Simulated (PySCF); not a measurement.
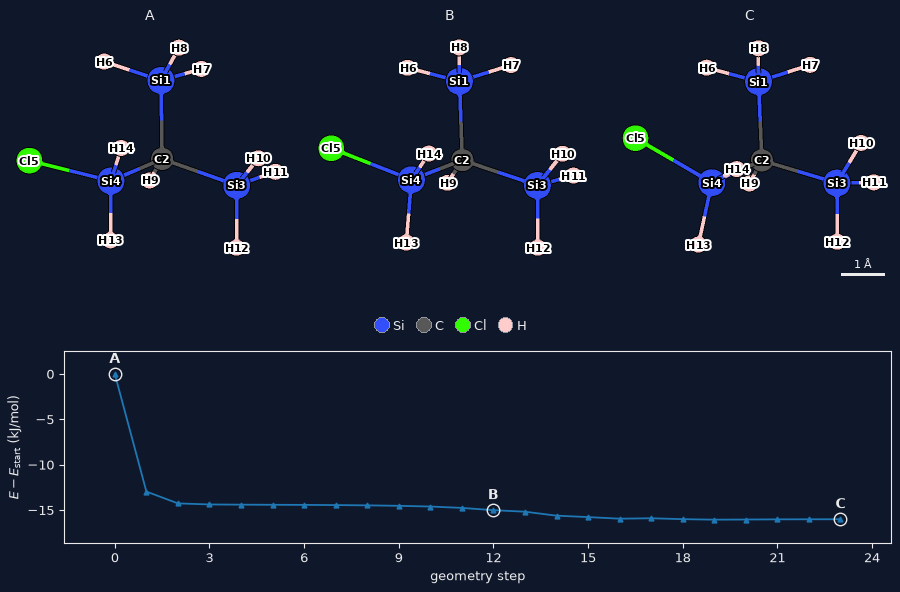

Frames of a relaxation of CH$_{9}$ClSi$_{3}$, marked on the history of the run. Style: ball-and-stick. Shown at a tilt.

The start comes from GFN2-xTB. Its atoms were then displaced at random by about 0.01 Å.

Theory: PBE0-D3(BJ)/def2-SVP geometry optimisation, gas phase (PySCF). 

### Describe the path.

The atom that moves furthest after the best rigid fit is Cl5 (0.66 Å). By element the largest moves are Cl 0.66 Å, H 0.62 Å, Si 0.07 Å, C 0.05 Å. Near-neighbour distances that change, for instance: Si4–H13 1.412 → 1.490 Å, Si1–H8 1.452 → 1.494 Å, Si3–H11 1.459 → 1.493 Å, C2–H9 1.075 → 1.106 Å. Bond angles that change, for instance: H13–Si4–H14 113.0° → 110.1°, Cl5–Si4–H13 105.3° → 107.7°. Groups turn about C2–Si4 by about 25°. Over 23 geometry steps the energy falls by 16.0 kJ/mol. The run took 5.1 min on 1 thread of Arm Neoverse N1, with other jobs on the host. From step 0 to 12: H8 moves most (0.48 Å), energy −15.0 kJ/mol. From step 12 to 23: H14 moves most (0.40 Å), energy −1.00 kJ/mol.

| step | E − E(0), kJ/mol |
| --- | --- |
| 0 | 0.00 |
| 1 | -12.95 |
| 2 | -14.25 |
| 3 | -14.37 |
| 4 | -14.39 |
| 5 | -14.40 |
| 6 | -14.42 |
| 7 | -14.44 |
| 8 | -14.47 |
| 9 | -14.52 |
| 10 | -14.60 |
| 11 | -14.75 |
| 12 | -15.00 |
| 13 | -15.17 |
| 14 | -15.60 |
| 15 | -15.76 |
| 16 | -15.94 |
| 17 | -15.89 |
| 18 | -15.99 |
| 19 | -16.04 |
| 20 | -16.03 |
| 21 | -16.01 |
| 22 | -16.00 |
| 23 | -16.00 |
